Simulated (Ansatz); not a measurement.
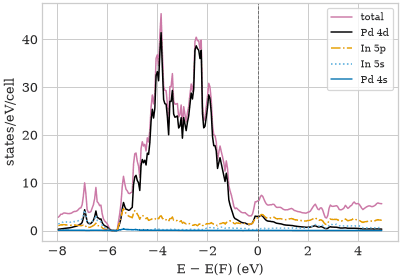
Figure: Total and projected density of states of In₃Pd₅ in space group Pbam (No. 55; Pearson symbol oP16), DFT-r²SCAN in the program Ansatz with PAW potentials

**Question.** Which orbitals carry the states next to the Fermi level?

**Answer.** Within 0.5 eV of the Fermi level: In 5p 45 %, Pd 4d 43 %, In 5s 7 %. Projections are on Löwdin-orthogonalised atomic valence shells; empty p or d shells of many metals are not among them.

**Question.** Where is the tallest occupied peak in this window, and what makes it?

**Answer.** Near -3.8 eV, about 45 states/eV per cell; the largest projected share is Pd 4d.

The workflow started from an entry of the Crystallography Open Database (COD). Its standing as an ambient phase is unchecked. Symmetry was held in the r²SCAN relaxation; whether a distortion lowers the energy is not shown. The run is not spin-polarised. Scalar-relativistic: spin–orbit coupling is off unless named, which matters more the heavier the elements.

Potentials: the later of the program's two PAW sets.
